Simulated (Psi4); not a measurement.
# triplet SOF2 at 6 levels

Wanted: a comparison of 6 runs (UHF/3-21G, U-wB97X-V/aug-cc-pVDZ, UDSD-PBEP86/aug-cc-pVDZ, UHSE06/aug-cc-pVDZ, UTPSSh/aug-cc-pVDZ, UMP3/aug-cc-pVDZ) of triplet SOF2. 

The results are computed with Psi4 1.11.

## Step 1: The system as given

The species is SOF2 (4 atoms), meant as a triplet with charge 0. SMILES of the parent species: `O=S(F)F`. Geometry: relaxed at PBE0-D4/def2-TZVP. That shape belongs to the parent species and isn't relaxed for this state.

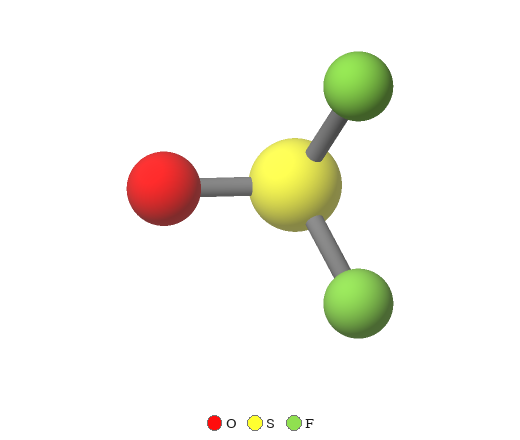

The structure, seen from a chosen angle (oxygen red, sulfur yellow, fluorine green).

## Step 2: Energy and forces at UHF/3-21G (run 1)

The input, input.json:

```json
{
 "schema_name": "qcschema_input",
 "schema_version": 1,
 "molecule": {
  "schema_name": "qcschema_molecule",
  "schema_version": 2,
  "symbols": ["O", "S", "F", "F"],
  "geometry": [1.76198064, 0.12585576, -1.92336325, -0.28591556, -0.80540127, -0.46430571, -2.12480805, 1.51971775, 0.00075589, 0.64874298, -0.84017224, 2.38691307],
  "molecular_charge": 0,
  "molecular_multiplicity": 3,
  "fix_symmetry": "c1"
 },
 "driver": "gradient",
 "model": {
  "method": "hf",
  "basis": "3-21G"
 },
 "keywords": {
  "reference": "uhf",
  "puream": true,
  "e_convergence": 1e-09,
  "d_convergence": 1e-08,
  "scf_type": "pk",
  "maxiter": 100
 }
}
```

Launch:

```
$ psi4 --qcschema input.json -n 1 --memory 1600MB
```

stdout:

```text
[...]
  Running in c1 symmetry.
[...]
  Nuclear repulsion =  193.929517276310037
[...]
  Multiplicity = 3
[...]
  Nalpha       = 22
  Nbeta        = 20
[...]
    Number of basis functions: 40
[...]
   @UHF iter   1:  -667.26468369883310    1.94113e-01   1.30941e-02 ADIIS/DIIS
[...]
   @UHF iter  23:  -667.45098366906791   -3.26281e-11   6.69475e-09 DIIS
[...]
   @S^2 Observed:                2.044752886E+00
[...]
  @UHF Final Energy:  -667.45098366906791
   => Energetics <=
    Nuclear Repulsion Energy =            193.9295172763100368
    One-Electron Energy =               -1311.2131046847830476
    Two-Electron Energy =                 449.8326037394050445
    Total Energy =                       -667.4509836690680231
  UHF NO Occupations:
  HONO-2 :   20  A 1.9795738
  HONO-1 :   21  A 1.0000000
[...]
  -Total Gradient:
     Atom            X                  Y                   Z
    ------   -----------------  -----------------  -----------------
       1       -0.257198487643    -0.129045446373     0.171267966325
       2        0.224653070728     0.266342485081     0.002468812177
       3        0.050589208525    -0.097828697355    -0.057324775668
       4       -0.018043791608    -0.039468341348    -0.116412002832
[...]
```

The result, in JSON:

```text
{
 "driver": "gradient",
 "model": {
  "method": "hf",
  "basis": "3-21G"
 },
 "success": true,
 "return_result": [-0.2571984876433524, -0.12904544637308663, 0.17126796632534697, 0.22465307072756915, 0.26634248508103464, 0.0024688121772682703, 0.05058920852544635, -0.09782869735539643, -0.057324775667751536, -0.01804379160809308, -0.039468341348039386, -0.11641200283174155],
 "properties": {
  "calcinfo_nbasis": 40,
  "calcinfo_nmo": 40,
  "calcinfo_nalpha": 22,
  "calcinfo_nbeta": 20,
  "calcinfo_natom": 4,
  "nuclear_repulsion_energy": 193.92951727631004,
  "return_energy": -667.4509836690679,
  "return_gradient": [-0.2571984876433524, -0.12904544637308663, 0.17126796632534697, 0.22465307072756915, 0.26634248508103464, 0.0024688121772682703, 0.05058920852544635, -0.09782869735539643, -0.057324775667751536, -0.01804379160809308, -0.039468341348039386, -0.11641200283174155],
  "scf_one_electron_energy": -1311.213104684783,
  "scf_two_electron_energy": 449.83260373940504,
  "scf_dipole_moment": [-0.0854978466064622, -0.43231531798179357, -0.32816425681976447],
  "scf_total_energy": -667.4509836690679,
  "scf_total_gradient": [-0.2571984876433524, -0.12904544637308663, 0.17126796632534697, 0.22465307072756915, 0.26634248508103464, 0.0024688121772682703, 0.05058920852544635, -0.09782869735539643, -0.057324775667751536, -0.01804379160809308, -0.039468341348039386, -0.11641200283174155],
  "scf_iterations": 23
 }
}
```

It took 2.6 s on 1 thread of Intel Xeon Platinum 8259CL at 2.50GHz (Skylake/Cascade Lake), shared host; peak memory 0.18 GiB.

## Step 3: A single-point energy at U-wB97X-V/aug-cc-pVDZ (run 2)

The input, input.inp:

```
memory 1600 mb

molecule {
  0 3
  O      0.932400     0.066600    -1.017800
  S     -0.151300    -0.426200    -0.245700
  F     -1.124400     0.804200     0.000400
  F      0.343300    -0.444600     1.263100
  units angstrom
  symmetry c1
  no_reorient
  no_com
}

set basis aug-cc-pVDZ
set reference uks
set puream true
set e_convergence 1e-09
set d_convergence 1e-08
set scf_type pk
set dft_radial_points 99
set dft_spherical_points 590
set maxiter 100

energy_value, wavefunction = energy('wb97x-v', return_wfn=True)
print_variables()
```

Launch:

```
$ psi4 -n 1 input.inp input.out
```

input.out:

```text
[...]
  Running in c1 symmetry.
[...]
  Nuclear repulsion =  193.929517133174812
[...]
  Multiplicity = 3
[...]
  Nalpha       = 22
  Nbeta        = 20
[...]
    Number of basis functions: 96
[...]
   @UKS iter   1:  -672.54336111841803    3.58972e-01   7.06187e-03 DIIS/ADIIS
[...]
   @UKS iter  16:  -672.73373302048878   -1.04592e-11   9.67005e-09 DIIS
[...]
   @S^2 Observed:                2.011876581E+00
[...]
  @UKS Final Energy:  -672.73373302048878
   => Energetics <=
    Nuclear Repulsion Energy =            193.9295171331748122
    One-Electron Energy =               -1315.1096227622410879
    Two-Electron Energy =                 488.9658146153250868
    DFT Exchange-Correlation Energy =     -40.6927464231053904
    Empirical Dispersion Energy =           0.0000000000000000
    VV10 Nonlocal Energy =                  0.1733044163578413
    Total Energy =                       -672.7337330204886712
[...]
 Multipole Moments:
 ------------------------------------------------------------------------------------
     Multipole            Electronic (a.u.)      Nuclear  (a.u.)        Total (a.u.)
 ------------------------------------------------------------------------------------
 L = 1.  Multiply by 2.5417464519 to convert [e a0] to [Debye]
 Dipole X            :          3.5019602           -3.7633896           -0.2614294
 Dipole Y            :          5.4900593           -5.7636647           -0.2736054
 Dipole Z            :          1.3599757           -1.3267767            0.0331989
 Magnitude           :                                                    0.3798781
[...]
```

It took 1.7 min on 1 thread of Intel Xeon Platinum 8259CL at 2.50GHz (Skylake/Cascade Lake), shared host; peak memory 0.83 GiB.

Runs 3 to 5 aren't shown in full; the table further down has their settings and results.

## Step 4: A single-point energy at UMP3/aug-cc-pVDZ (run 6)

The input, run_ase.py:

```python
import numpy as np
from ase.calculators.psi4 import Psi4
from ase import Atoms

mol = Atoms(['O', 'S', 'F', 'F'], positions=[
    [0.932400, 0.066600, -1.017800],
    [-0.151300, -0.426200, -0.245700],
    [-1.124400, 0.804200, 0.000400],
    [0.343300, -0.444600, 1.263100],
])
calc = Psi4(atoms=mol, method='mp3', basis='aug-cc-pVDZ', memory='1600MB', num_threads=1, charge=0, multiplicity=3, label='f2os', reference='uhf')
calc.psi4.set_options({'puream': True, 'e_convergence': 1e-09, 'd_convergence': 1e-08, 'scf_type': 'pk', 'num_frozen_docc': 8, 'maxiter': 100, 'mp_type': 'conv'})
mol.calc = calc

print(f'energy: {mol.get_potential_energy():.6f} eV')
```

Launch:

```
$ python run_ase.py
```

f2os.dat:

```text
[...]
  Running in c1 symmetry.
[...]
  Nuclear repulsion =  193.929517133174812
[...]
  Multiplicity = 3
[...]
  Nalpha       = 22
  Nbeta        = 20
[...]
    Number of basis functions: 96
[...]
   @UHF iter   1:  -670.86362856883557    1.79236e-01   6.31762e-03 DIIS/ADIIS
[...]
   @UHF iter  20:  -671.04698456941810   -4.43379e-12   7.23840e-09 DIIS
[...]
   @S^2 Observed:                2.057013455E+00
[...]
  @UHF Final Energy:  -671.04698456941810
   => Energetics <=
    Nuclear Repulsion Energy =            193.9295171331748122
    One-Electron Energy =               -1314.9991728492473158
    Two-Electron Energy =                 450.0226711466544884
    Total Energy =                       -671.0469845694179867
  UHF NO Occupations:
  HONO-2 :   20  A 1.9774421
  HONO-1 :   21  A 1.0000000
[...]
 Multipole Moments:
 ------------------------------------------------------------------------------------
     Multipole            Electronic (a.u.)      Nuclear  (a.u.)        Total (a.u.)
 ------------------------------------------------------------------------------------
 L = 1.  Multiply by 2.5417464519 to convert [e a0] to [Debye]
 Dipole X            :         -0.6970678            0.6345250           -0.0625428
 Dipole Y            :          0.2633413           -0.4738255           -0.2104842
 Dipole Z            :          1.0705997           -1.2061231           -0.1355234
 Magnitude           :                                                    0.2580345
[...]
	SCS-MP2 Total Energy (a.u.)        :  -671.73804873707979
	SOS-MP2 Total Energy (a.u.)        :  -671.72228019603756
[...]
	SOS-PI-MP2 Total Energy (a.u.)     :  -671.77422601346984
[...]
	MP2 Total Energy (a.u.)            :  -671.76958581916426
[...]
	SCS-MP3 Total Energy (a.u.)        :  -671.73898288343230
[...]
	MP3 Total Energy (a.u.)            :  -671.77332240457440
[...]
```

The script printed:

```text
energy: -18279.883197 eV
```

Wall time 29 s (1 thread of Intel Xeon Platinum 8259CL at 2.50GHz (Skylake/Cascade Lake), shared host); peak memory 0.77 GiB.

## Step 5: All runs side by side

```tsv
run	level	task	integration grid	energy (Eh)	dipole moment (D)	HOMO energy (eV)	LUMO energy (eV)	wall time
1	UHF/3-21G	gradient	–	-667.450984	1.40	-6.82	-0.60	2.6 s
2	U-wB97X-V/aug-cc-pVDZ	energy	99 radial × 590 angular	-672.733733	0.97	-6.51	-4.60	1.7 min
3	UDSD-PBEP86/aug-cc-pVDZ (density fitting for correlation)	energy	99 radial × 590 angular	-672.144258	–	-6.42	-3.93	34 s
4	UHSE06/aug-cc-pVDZ	gradient	99 radial × 590 angular	-672.534312	0.95	-3.87	–	1.7 min
5	UTPSSh/aug-cc-pVDZ	gradient	99 radial × 590 angular	-672.907444	0.91	-3.53	–	1.7 min
6	UMP3/aug-cc-pVDZ	energy	–	-671.773322	–	-7.50	-1.82	29 s
```

## Step 6: What came out

| quantity | value |
| --- | --- |
| run 6: total energy | -671.77332 Eh |
| run 6: HOMO energy (Hartree–Fock orbitals) (highest over α and β) | -7.50 eV |
| run 6: LUMO energy (Hartree–Fock orbitals) (lowest over α and β) | -1.82 eV |
| run 6: correlation energy (8 core orbitals frozen) | -726.3 mEh |
| run 6: ⟨S²⟩ of the reference determinant | 2.057 |

What this shows: Over runs 1, 2, 4, 5 the dipole moment (its size) runs from 0.91 D (UTPSSh/aug-cc-pVDZ) to 1.40 D (UHF/3-21G). The two ends differ in method and basis. Totals of different functionals can't be ranked against each other. All runs together took 6.2 min, the longest 1.7 min.
